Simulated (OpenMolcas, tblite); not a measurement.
**C2H4GaN (SMILES N=C=[CH][GaH2]): the dipole moment, rung by rung**

The species is C2H4GaN (8 atoms), meant as a singlet with charge 0. As SMILES, `N=C=[CH][GaH2]`. Geometry: relaxed at PBE0-D4/def2-TZVP.

```xyz
8

N     0.3369    2.0617   -0.8546
C     0.3656    1.1149   -0.0960
C     0.4723    0.0257    0.6228
Ga   -0.3813   -1.5936    0.0072
H    -0.4114    2.7406   -0.7702
H     1.0405    0.0739    1.5452
H    -0.2319   -2.8864    0.8763
H    -1.1906   -1.5368   -1.3307
```

Quantity: the dipole moment, in D. The values are calculated.

| level | kind | program | value (D) | CPU time |
| --- | --- | --- | --- | --- |
| IPEA1-xTB | semi-empirical | tblite | 1.90 | under 2 s |
| HF/def2-SVP | Hartree–Fock | OpenMolcas | 1.64 | 16 s |
| SVWN5/def2-SVP | LDA | OpenMolcas | 1.67 | 37 s |
| PBE/def2-SVP | GGA | OpenMolcas | 1.61 | 49 s |
| r2SCAN/def2-SVP | meta-GGA | OpenMolcas | 1.58 | 65 s |
| B3LYP/def2-SVP | global hybrid | OpenMolcas | 1.58 | 52 s |

All-electron rows without a relativistic Hamiltonian named are non-relativistic. The values span 1.58 to 1.90 D. Magnitudes only. Times are those of the runs behind each value, whatever else they computed, on shared processors of several kinds: orders of magnitude only.

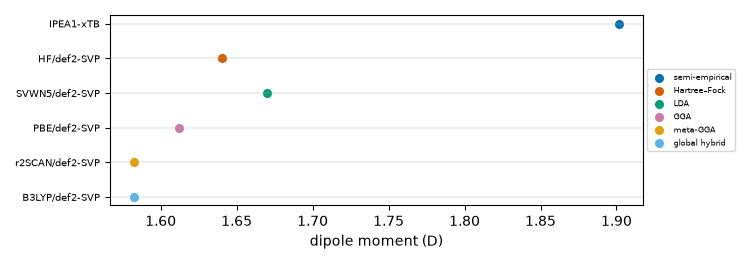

The values of the table, level by level.
